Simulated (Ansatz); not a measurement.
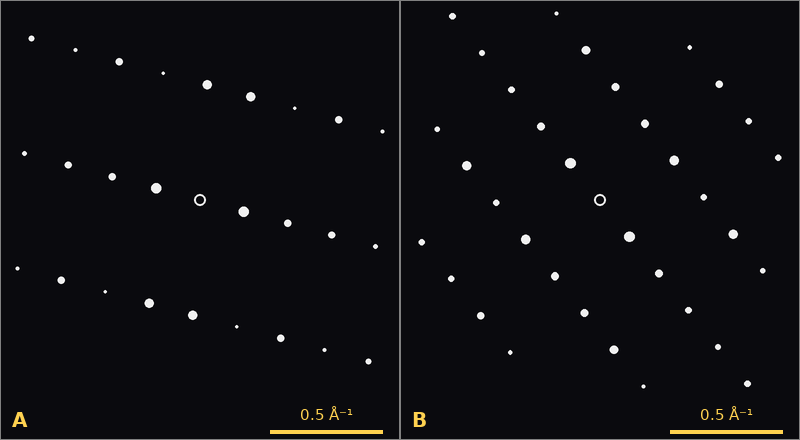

Kinematic electron diffraction patterns (300 kV, B = 0.5 Å², same scale, each along a low-index zone) of two structures of composition LiF2, each relaxed at zero pressure with DFT PBE, scalar-relativistic, plane waves, PAW in Ansatz. Each run keeps the magnetic state that it reached.

The structures (standard cells):
1. I4_1/amd (No. 141), a = 2.780 Å, c = 19.567 Å, 12 atoms; generated start, possibly hypothetical
2. R3m (No. 160), a = 3.103 Å, c = 14.151 Å (hexagonal axes), 9 atoms; generated start, possibly hypothetical

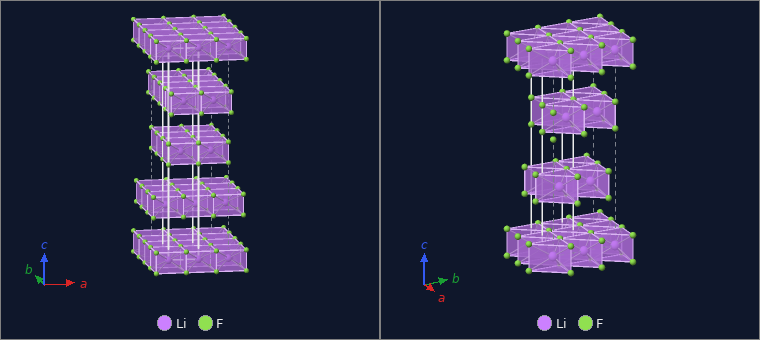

Drawings of the structures 1 to 2, from left to right (each may span several cells).

Which pattern belongs to which structure, and along which zone?

Answer. A is structure 1 along [110] or an equivalent direction: centred rectangular net of 0 0 4 at d = 4.89 Å and 1 -1 2 at d = 1.93 Å, 78.6° apart (some points of this net are extinct or too weak to see). B is structure 2 along [100] or an equivalent direction: oblique net of 0 0 3 at d = 4.72 Å and 0 -1 1 at d = 2.64 Å, 79.2° apart.

Rank the structures by their computed energy.

Answer. Structure 2 (R3m, 13.11 Å³ an atom) is the lowest of these; structure 1 (I4_1/amd, 12.60 Å³ an atom) lies about 64 meV an atom higher. These are static energies at 0 K; other structures, not shown, may lie lower still.
